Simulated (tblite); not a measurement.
# Run report: C4H8GeO4, geometry relaxation (part 4 of 4)

Continued. System: C4H8GeO4. Method: GFN2-xTB geometry optimisation, gas phase (tblite 0.8.0). It belongs to a series of runs on one base structure; here: H on C replaced by OCOCH3.

Geometry of the input (Å):
```
C  3.2045  0.6789  0.0176
C  1.7584  0.3894  -0.2703
O  1.3720  0.2008  -1.4534
O  0.8078  0.2997  0.7516
C  -0.5286  0.0078  0.4404
C  -1.0599  -1.2620  1.0346
O  -2.3345  -1.4640  0.4806
Ge -2.9186  0.2359  0.3389
O  -1.3893  1.0400  0.8024
H  3.7102  -0.1761  0.4565
H  3.6420  0.9157  -0.9854
H  3.2959  1.5625  0.6562
H  -0.6873  -0.1147  -0.6597
H  -1.1129  -1.2577  2.1361
H  -0.4821  -2.1508  0.7016
H  -4.0800  0.5333  1.3153
H  -3.2044  0.5734  -1.1236
```

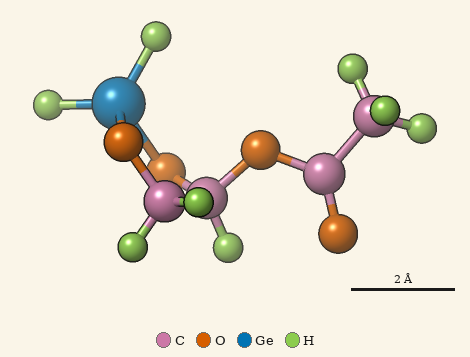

Figure 1. The geometry at step 176 of the log (ball-and-stick view, seen at a tilt).

**Trajectory as extended XYZ, continued**
```
17
Properties=species:S:1:pos:R:3:forces:R:3 step=155 energy=-840.65306
C     2.5881    1.1407    0.5258    0.0000   0.0040  -0.0020
C     1.7098    0.2119   -0.2653    0.0010   0.0020   0.0110
O     2.0728   -0.4901   -1.1677    0.0070  -0.0110  -0.0090
O     0.4463    0.2467    0.1918   -0.0070   0.0060  -0.0050
C    -0.5418   -0.5472   -0.4606    0.0040  -0.0020   0.0020
C    -1.0409   -1.5871    0.5516   -0.0020   0.0040  -0.0030
O    -1.9305   -0.9373    1.4336   -0.0040   0.0080  -0.0090
Ge   -2.4618    0.6084    0.7385    0.0070  -0.0050   0.0040
O    -1.5859    0.2867   -0.7912   -0.0040  -0.0150   0.0170
H     3.0710    0.5684    1.3163   -0.0060   0.0060   0.0000
H     3.3590    1.5490   -0.1211    0.0030  -0.0030  -0.0030
H     1.9954    1.9331    0.9714    0.0040  -0.0040   0.0050
H    -0.1118   -0.9999   -1.3607    0.0000  -0.0010   0.0030
H    -0.2045   -1.9925    1.1242    0.0030   0.0030  -0.0080
H    -1.5550   -2.3948    0.0242    0.0010  -0.0010  -0.0060
H    -1.8937    1.7610    1.5186   -0.0010   0.0050   0.0010
H    -3.9234    0.6551    0.4100   -0.0040   0.0020   0.0000
17
Properties=species:S:1:pos:R:3:forces:R:3 step=159 energy=-840.65370
C     2.5840    1.1404    0.5280    0.0020   0.0010  -0.0010
C     1.7092    0.2009   -0.2543    0.0080  -0.0080  -0.0100
O     2.0802   -0.5286   -1.1318   -0.0050   0.0040   0.0140
O     0.4379    0.2636    0.1766   -0.0080   0.0030  -0.0070
C    -0.5470   -0.5388   -0.4710    0.0010  -0.0030   0.0000
C    -1.0337   -1.5829    0.5421    0.0030   0.0010   0.0010
O    -1.9174   -0.9376    1.4332   -0.0010  -0.0020  -0.0010
Ge   -2.4606    0.6065    0.7449    0.0050  -0.0020   0.0010
O    -1.5990    0.2874   -0.7935   -0.0010  -0.0010   0.0010
H     3.0668    0.5783    1.3257   -0.0030   0.0010   0.0030
H     3.3563    1.5416   -0.1219    0.0010   0.0010  -0.0030
H     1.9894    1.9371    0.9632    0.0030  -0.0010   0.0010
H    -0.1179   -0.9886   -1.3731   -0.0030   0.0050   0.0020
H    -0.1904   -1.9871    1.1051    0.0030  -0.0020   0.0030
H    -1.5495   -2.3908    0.0167   -0.0010  -0.0010  -0.0050
H    -1.8898    1.7621    1.5184    0.0020   0.0040   0.0020
H    -3.9254    0.6486    0.4313   -0.0070   0.0010  -0.0010
17
Properties=species:S:1:pos:R:3:forces:R:3 step=163 energy=-840.64831
C     2.5716    1.1322    0.5380   -0.0040  -0.0540  -0.0180
C     1.7034    0.1542   -0.2055    0.0240  -0.3990  -0.3710
O     2.1003   -0.6981   -0.9688   -0.4100   0.6400   0.6070
O     0.4007    0.3466    0.1038    0.3690  -0.1900  -0.2000
C    -0.5712   -0.4939   -0.5185   -0.0090   0.0250   0.0300
C    -0.9945   -1.5591    0.5011    0.0220   0.0050   0.0090
O    -1.8591   -0.9405    1.4304    0.0210  -0.0090  -0.0130
Ge   -2.4630    0.5954    0.7715   -0.0210  -0.0140  -0.0070
O    -1.6593    0.2967   -0.8039    0.0340   0.0050  -0.0080
H     3.0480    0.6102    1.3670   -0.0020   0.0060  -0.0210
H     3.3520    1.4984   -0.1243   -0.0170  -0.0060   0.0160
H     1.9748    1.9518    0.9271    0.0100  -0.0250  -0.0320
H    -0.1501   -0.9304   -1.4309   -0.0150   0.0240  -0.0060
H    -0.1188   -1.9488    1.0249   -0.0280  -0.0020   0.0070
H    -1.5110   -2.3727   -0.0148    0.0020  -0.0010   0.0090
H    -1.8891    1.7633    1.5243    0.0090  -0.0020  -0.0020
H    -3.9416    0.6067    0.5182    0.0150  -0.0040   0.0010
17
Properties=species:S:1:pos:R:3:forces:R:3 step=168 energy=-840.65495
C     2.5791    1.1358    0.5326    0.0000  -0.0030   0.0010
C     1.7060    0.1809   -0.2329    0.0030  -0.0130  -0.0290
O     2.0867   -0.6018   -1.0599   -0.0150   0.0190   0.0380
O     0.4217    0.3008    0.1439    0.0100   0.0000  -0.0090
C    -0.5577   -0.5183   -0.4921    0.0000   0.0010  -0.0010
C    -1.0155   -1.5718    0.5242    0.0030  -0.0040   0.0000
O    -1.8914   -0.9389    1.4319    0.0020  -0.0050   0.0040
Ge   -2.4625    0.6012    0.7565   -0.0060  -0.0010   0.0020
O    -1.6257    0.2921   -0.7979    0.0050   0.0080  -0.0090
H     3.0583    0.5905    1.3438    0.0020  -0.0030   0.0020
H     3.3554    1.5211   -0.1226   -0.0030  -0.0010   0.0000
H     1.9845    1.9430    0.9476    0.0000   0.0030  -0.0050
H    -0.1328   -0.9619   -1.3990   -0.0030   0.0100  -0.0040
H    -0.1577   -1.9686    1.0704   -0.0010  -0.0070   0.0080
H    -1.5309   -2.3828    0.0033    0.0000  -0.0030   0.0010
H    -1.8914    1.7625    1.5213    0.0050   0.0010   0.0000
H    -3.9332    0.6283    0.4685   -0.0030  -0.0010   0.0000
17
Properties=species:S:1:pos:R:3:forces:R:3 step=172 energy=-840.64848
C     2.5688    1.1242    0.5425   -0.0060  -0.0510  -0.0220
C     1.6957    0.1367   -0.1827    0.0200  -0.4380  -0.3630
O     2.0912   -0.7624   -0.8925   -0.4370   0.7250   0.5970
O     0.3893    0.3813    0.0721    0.4070  -0.2290  -0.1920
C    -0.5804   -0.4711   -0.5385   -0.0040   0.0250   0.0320
C    -0.9741   -1.5463    0.4836    0.0170   0.0150   0.0030
O    -1.8326   -0.9417    1.4277    0.0150   0.0060  -0.0210
Ge   -2.4672    0.5883    0.7818   -0.0200  -0.0180  -0.0090
O    -1.6808    0.3076   -0.8064    0.0300  -0.0150   0.0130
H     3.0415    0.6165    1.3826   -0.0050   0.0140  -0.0300
H     3.3522    1.4717   -0.1270   -0.0160  -0.0110   0.0220
H     1.9769    1.9572    0.9107    0.0120  -0.0350  -0.0300
H    -0.1667   -0.8982   -1.4587   -0.0140   0.0130  -0.0020
H    -0.0862   -1.9268    0.9940   -0.0310   0.0030  -0.0080
H    -1.4879   -2.3651   -0.0269    0.0060   0.0010   0.0060
H    -1.8972    1.7624    1.5281    0.0050  -0.0020   0.0000
H    -3.9496    0.5775    0.5491    0.0210  -0.0010   0.0040
17
Properties=species:S:1:pos:R:3:forces:R:3 step=176 energy=-840.65603
C     2.5757    1.1314    0.5361   -0.0010  -0.0060   0.0000
C     1.7020    0.1654   -0.2149    0.0030  -0.0250  -0.0390
O     2.0871   -0.6580   -0.9999   -0.0290   0.0420   0.0590
O     0.4106    0.3292    0.1186    0.0250  -0.0080  -0.0150
C    -0.5656   -0.5013   -0.5085    0.0010   0.0030   0.0000
C    -1.0006   -1.5626    0.5098    0.0030  -0.0030  -0.0010
O    -1.8705   -0.9399    1.4303    0.0010  -0.0030   0.0030
Ge   -2.4644    0.5964    0.7653   -0.0070  -0.0010   0.0010
O    -1.6449    0.2981   -0.8008    0.0050   0.0050  -0.0060
H     3.0527    0.5993    1.3573    0.0020  -0.0010  -0.0010
H     3.3544    1.5029   -0.1244   -0.0030  -0.0030   0.0020
H     1.9826    1.9481    0.9343    0.0000   0.0020  -0.0060
H    -0.1450   -0.9387   -1.4204   -0.0020   0.0090  -0.0050
H    -0.1324   -1.9536    1.0435   -0.0020  -0.0070   0.0060
H    -1.5153   -2.3765   -0.0074    0.0010  -0.0020   0.0020
H    -1.8940    1.7623    1.5238    0.0040   0.0000   0.0000
H    -3.9392    0.6095    0.4967   -0.0010   0.0000   0.0010
17
Properties=species:S:1:pos:R:3:forces:R:3 step=180 energy=-840.65671
C     2.5736    1.1290    0.5380    0.0000  -0.0060  -0.0010
C     1.6989    0.1563   -0.2033    0.0050  -0.0340  -0.0440
O     2.0855   -0.6911   -0.9621   -0.0370   0.0570   0.0690
O     0.4045    0.3454    0.1038    0.0320  -0.0120  -0.0190
C    -0.5700   -0.4913   -0.5182    0.0010   0.0030   0.0010
C    -0.9919   -1.5574    0.5008    0.0030  -0.0020   0.0000
O    -1.8578   -0.9403    1.4292    0.0020  -0.0030   0.0010
Ge   -2.4653    0.5935    0.7706   -0.0050   0.0000   0.0010
O    -1.6556    0.3019   -0.8023    0.0030   0.0020  -0.0030
H     3.0498    0.6052    1.3650    0.0000   0.0000  -0.0020
H     3.3533    1.4918   -0.1262   -0.0020  -0.0030   0.0020
H     1.9817    1.9516    0.9259    0.0000   0.0000  -0.0060
H    -0.1522   -0.9246   -1.4334   -0.0020   0.0070  -0.0040
H    -0.1180   -1.9456    1.0273   -0.0030  -0.0060   0.0030
H    -1.5065   -2.3727   -0.0140    0.0010  -0.0010   0.0010
H    -1.8948    1.7621    1.5250    0.0030  -0.0010   0.0010
H    -3.9422    0.5982    0.5135    0.0000   0.0000   0.0010
17
Properties=species:S:1:pos:R:3:forces:R:3 step=184 energy=-840.65429
C     2.5652    1.1195    0.5449   -0.0010  -0.0330  -0.0220
C     1.6850    0.1197   -0.1538    0.0240  -0.3370  -0.2420
O     2.0733   -0.8236   -0.8028   -0.3120   0.5610   0.3960
O     0.3817    0.4089    0.0443    0.2900  -0.1740  -0.1200
C    -0.5870   -0.4512   -0.5572   -0.0020   0.0060   0.0210
C    -0.9569   -1.5364    0.4640    0.0050   0.0120  -0.0040
O    -1.8082   -0.9435    1.4219    0.0050   0.0060  -0.0090
Ge   -2.4680    0.5819    0.7918    0.0070  -0.0100  -0.0090
O    -1.6966    0.3186   -0.8071    0.0070  -0.0170   0.0140
H     3.0403    0.6310    1.3946   -0.0100   0.0160  -0.0230
H     3.3476    1.4453   -0.1367   -0.0090  -0.0090   0.0180
H     1.9797    1.9666    0.8899    0.0110  -0.0370  -0.0170
H    -0.1822   -0.8673   -1.4865   -0.0100  -0.0020   0.0110
H    -0.0610   -1.9133    0.9623   -0.0120   0.0110  -0.0120
H    -1.4697   -2.3583   -0.0422    0.0020   0.0070  -0.0070
H    -1.8978    1.7596    1.5322   -0.0020  -0.0030   0.0050
H    -3.9522    0.5546    0.5798    0.0070   0.0010   0.0010
17
Properties=species:S:1:pos:R:3:forces:R:3 step=189 energy=-840.65833
C     2.5679    1.1235    0.5423    0.0000  -0.0060  -0.0040
C     1.6892    0.1341   -0.1715    0.0070  -0.0540  -0.0490
O     2.0755   -0.7721   -0.8605   -0.0540   0.0890   0.0810
O     0.3906    0.3841    0.0667    0.0470  -0.0250  -0.0250
C    -0.5803   -0.4671   -0.5426    0.0000   0.0020   0.0040
C    -0.9702   -1.5448    0.4775    0.0020   0.0010   0.0000
O    -1.8260   -0.9421    1.4248    0.0030  -0.0020  -0.0020
Ge   -2.4656    0.5864    0.7838    0.0010   0.0000  -0.0020
O    -1.6807    0.3117   -0.8055    0.0000  -0.0030   0.0020
H     3.0437    0.6221    1.3833   -0.0020   0.0030  -0.0040
H     3.3490    1.4626   -0.1331    0.0000  -0.0030   0.0030
H     1.9803    1.9613    0.9033    0.0010  -0.0050  -0.0040
H    -0.1708   -0.8897   -1.4666   -0.0030   0.0000   0.0020
H    -0.0829   -1.9270    0.9859   -0.0030   0.0020  -0.0030
H    -1.4846   -2.3634   -0.0323    0.0000   0.0020  -0.0020
H    -1.8945    1.7608    1.5287   -0.0010  -0.0030   0.0030
H    -3.9473    0.5717    0.5554    0.0010   0.0010   0.0000
17
Properties=species:S:1:pos:R:3:forces:R:3 step=193 energy=-840.65932
C     2.5618    1.1186    0.5457   -0.0010   0.0000  -0.0070
C     1.6768    0.1133   -0.1372   -0.0020  -0.0660  -0.0510
O     2.0576   -0.8475   -0.7520   -0.0650   0.1140   0.0790
O     0.3787    0.4195    0.0294    0.0710  -0.0430  -0.0250
C    -0.5897   -0.4446   -0.5667   -0.0020  -0.0020   0.0050
C    -0.9488   -1.5332    0.4535   -0.0010   0.0050  -0.0060
O    -1.7949   -0.9448    1.4186    0.0000   0.0050   0.0060
Ge   -2.4633    0.5798    0.7966    0.0080  -0.0060  -0.0030
O    -1.7037    0.3206   -0.8078    0.0030  -0.0040  -0.0010
H     3.0380    0.6411    1.3999   -0.0010   0.0020  -0.0010
H     3.3435    1.4322   -0.1419   -0.0060  -0.0030   0.0070
H     1.9796    1.9715    0.8792    0.0040  -0.0070  -0.0050
H    -0.1900   -0.8579   -1.4993   -0.0030  -0.0010   0.0060
H    -0.0489   -1.9094    0.9436   -0.0020   0.0050  -0.0030
H    -1.4630   -2.3546   -0.0522   -0.0010   0.0050  -0.0040
H    -1.8925    1.7586    1.5348    0.0000  -0.0040   0.0050
H    -3.9484    0.5489    0.5954   -0.0020   0.0000  -0.0010
17
Properties=species:S:1:pos:R:3:forces:R:3 step=197 energy=-840.65962
C     2.5588    1.1189    0.5463    0.0000   0.0020   0.0000
C     1.6725    0.1088   -0.1274    0.0000   0.0040   0.0000
O     2.0505   -0.8642   -0.7214    0.0050  -0.0060  -0.0020
O     0.3765    0.4254    0.0203   -0.0010   0.0010   0.0000
C    -0.5915   -0.4414   -0.5727    0.0000  -0.0010  -0.0010
C    -0.9448   -1.5317    0.4468   -0.0010   0.0010  -0.0010
O    -1.7860   -0.9452    1.4173    0.0010   0.0020   0.0040
Ge   -2.4592    0.5789    0.7997    0.0020  -0.0020  -0.0010
O    -1.7079    0.3213   -0.8091   -0.0010   0.0020  -0.0030
H     3.0361    0.6489    1.4039   -0.0010  -0.0010   0.0010
H     3.3398    1.4260   -0.1446    0.0000  -0.0010   0.0010
H     1.9777    1.9751    0.8724   -0.0010   0.0020  -0.0020
H    -0.1943   -0.8533   -1.5068    0.0010  -0.0010   0.0010
H    -0.0424   -1.9086    0.9313    0.0000   0.0000   0.0010
H    -1.4611   -2.3517   -0.0589   -0.0020   0.0030   0.0000
H    -1.8863    1.7582    1.5357    0.0010  -0.0050   0.0030
H    -3.9454    0.5464    0.6067   -0.0010   0.0000  -0.0010
```

**Key numbers**

```json
{"quantity": "outcome", "value": "converged"}
{"quantity": "total energy", "value": "−840.6596 eV"}
{"quantity": "hardware", "value": "1 CPU thread, shared host"}
{"quantity": "wall time", "value": "2.6 s"}
{"quantity": "peak memory", "value": "0.18 GiB"}
```
